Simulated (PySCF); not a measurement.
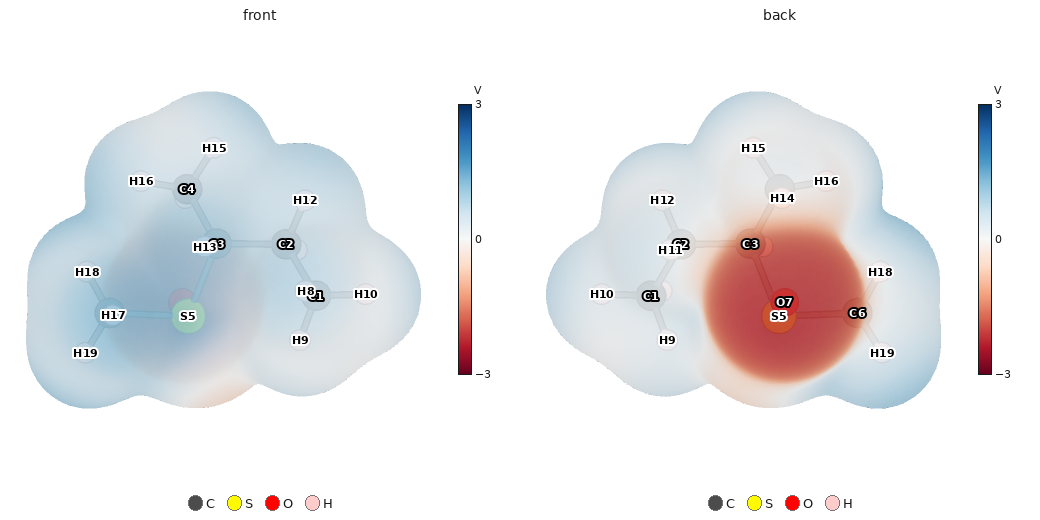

C$_{5}$H$_{12}$OS. The electrostatic potential painted on the density surface at 0.002 e/bohr³, seen from the front and from behind; red is negative and blue positive.

Geometry: GFN2-xTB, NEB image 0 of 0 to 8.

Computed with PySCF 2.14.0, PBE0/pcSseg-1, SCF density, gas phase, non-relativistic.

| atom | x (Å) | y (Å) | z (Å) |
| --- | --- | --- | --- |
| C | -2.2526 | 0.0425 | -0.9052 |
| C | -1.5547 | -0.0655 | 0.4448 |
| C | -0.0856 | 0.3353 | 0.3665 |
| C | 0.5818 | 0.3564 | 1.7258 |
| S | 0.7467 | -0.9618 | -0.7088 |
| C | 2.3243 | -0.0363 | -0.9763 |
| O | 1.0737 | -2.0671 | 0.1938 |
| H | -2.1921 | 1.0605 | -1.2853 |
| H | -1.7935 | -0.6255 | -1.6297 |
| H | -3.3020 | -0.2242 | -0.8097 |
| H | -1.6152 | -1.0927 | 0.8117 |
| H | -2.0651 | 0.5767 | 1.1677 |
| H | 0.0191 | 1.2828 | -0.1644 |
| H | 0.7969 | -0.6701 | 2.0246 |
| H | -0.0714 | 0.8011 | 2.4734 |
| H | 1.5120 | 0.9195 | 1.7102 |
| H | 2.0962 | 0.8865 | -1.4962 |
| H | 2.8112 | 0.1539 | -0.0279 |
| H | 2.9605 | -0.6627 | -1.5929 |

### Describe the electrostatic potential map.

The most negative region (about −2.1 V) lies over O7, the most positive (about +1.2 V) over S5, H13 and H17. O7 is the likeliest acceptor of a hydrogen bond.
